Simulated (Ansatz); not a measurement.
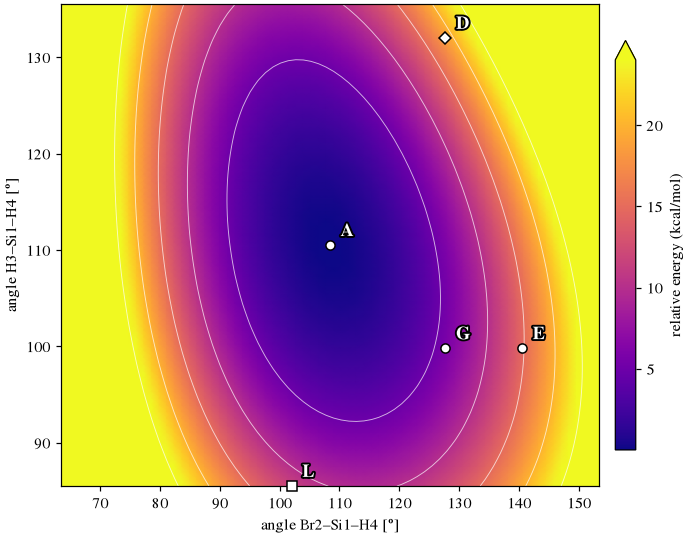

BrH₃Si, SMILES [SiH3]Br. The first coordinate is: angle Br2–Si1–H4; the second: angle H3–Si1–H4. Nothing is relaxed (all other coordinates rigid). The scan uses a 15 × 15 grid. All energies are given in kcal/mol relative to the lowest grid point. Method: RKS PBE0-D4/def2-TZVP (Ansatz 0.2.0).

Drawn: a smooth colour map with a few white contour lines, one colour for all values above the top of the scale, lettered points. Between grid points the surface is interpolated.

Is A the lowest point of the computed grid?

Answer. Yes. A, at angle Br2–Si1–H4 = 108.4°, angle H3–Si1–H4 = 110.5°, has the lowest energy of the grid.

What kind of point is each of A, D, E, G: minimum, saddle, maximum or slope?

Answer. A: minimum; D: on a slope; E: on a slope; G: on a slope. (In these two coordinates alone; a stationary point may lie a little off the grid point.)

Rank the lettered points by energy, lowest first.

Answer. A (0.0 kcal/mol), G (5.9 kcal/mol), L (11.6 kcal/mol), E (14.7 kcal/mol), D (18.6 kcal/mol).
